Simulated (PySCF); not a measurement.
## Electronic structure of C3H7GeNSi (SMILES C#C[C@H]1N[SiH2][GeH2]1) in real space

The calculation's input:

```
{"job": {"kind": "uv", "xc": "PBE0", "basis": "def2-SVPD", "nstates": 8, "ntriplets": 3}, "charge": 0, "multiplicity": 1}
C      2.756454    -0.227654    -0.408316
C      1.660804     0.255029    -0.338347
C      0.313637     0.756911    -0.281367
N     -0.608218    -0.027332    -1.113938
Si    -1.731067    -0.907916    -0.177934
Ge    -0.660879     0.396507     1.472685
H      3.728026    -0.621259    -0.453777
H      0.317852     1.804801    -0.611619
H     -0.354854    -0.147238    -2.082345
H     -3.117626    -0.592037    -0.526940
H     -1.536116    -2.356240    -0.048074
H      0.352903    -0.059921     2.505787
H     -1.125304     1.726836     2.046456
```

Command:

```sh
OMP_NUM_THREADS=1 python probes_run.py task.json out
```

Geometry: GFN2-xTB.

Level of theory: PySCF, PBE0/def2-SVPD, SCF density, gas phase.

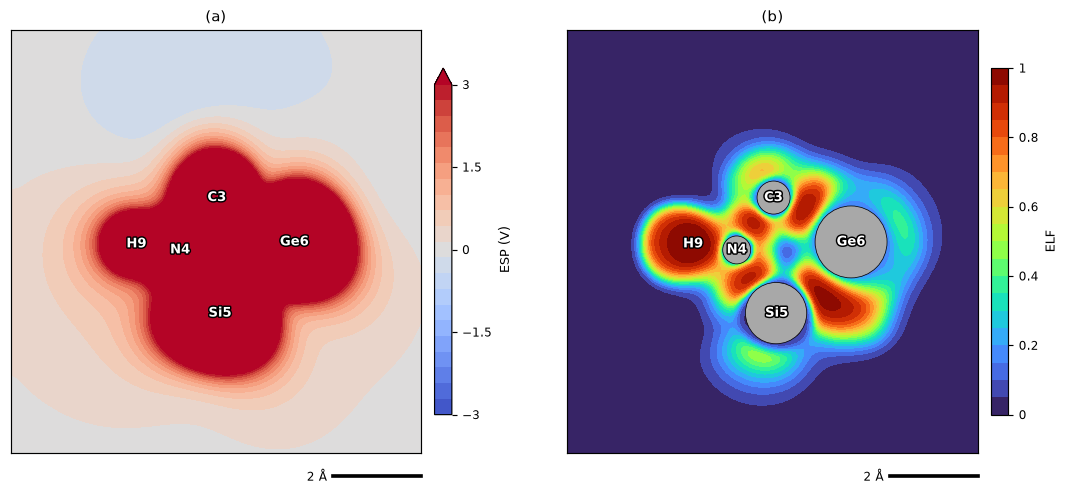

Figure 1. (a) electrostatic potential; (b) ELF on the plane of atoms C3, Ge6 and Si5. Grey discs cover the atomic cores in the ELF map.

Q: What do the fields say about this system?

A:
- The section cuts through C, N, Si, Ge and H sites.
- C–N (1.47 Å): the ELF peaks at about 0.90 between the atoms: a covalent bond.
- Si–N (1.71 Å): the ELF peaks at about 0.90 between the atoms, as expected for a polar covalent bond.
- C–Ge (2.04 Å): the ELF peaks at about 0.95 in the valence shell of C, 0.7 Å from its nucleus, and is about 0.70 at the midpoint.
- Si–Ge (2.36 Å): the ELF peaks at about 0.90 between the atoms; a shared electron pair.
- N–H (1.01 Å): the ELF climbs to about 1 towards the hydrogen, as it does in any bond to H: an ordinary covalent bond to hydrogen.
- Outside the dense part of the molecule the potential is most negative (−0.4 V) near C2, which lies off the plane.

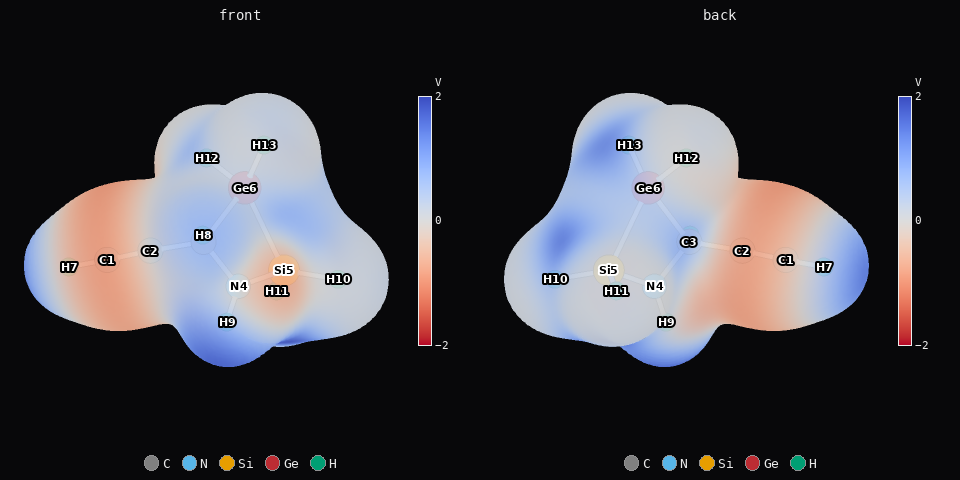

Figure 2. The electrostatic potential painted on the density surface at 0.002 e/bohr³, seen from the front and from behind; the colour scale runs from red (negative) to blue (positive).

Q: Where is the surface potential most negative and most positive?

A: The most negative region (about −0.9 V) lies over C1 and C2, the most positive (about +1.7 V) over Si5 and H9.

Q: What dipole moment does the calculation give?

A: Its dipole moment is 0.91 D.
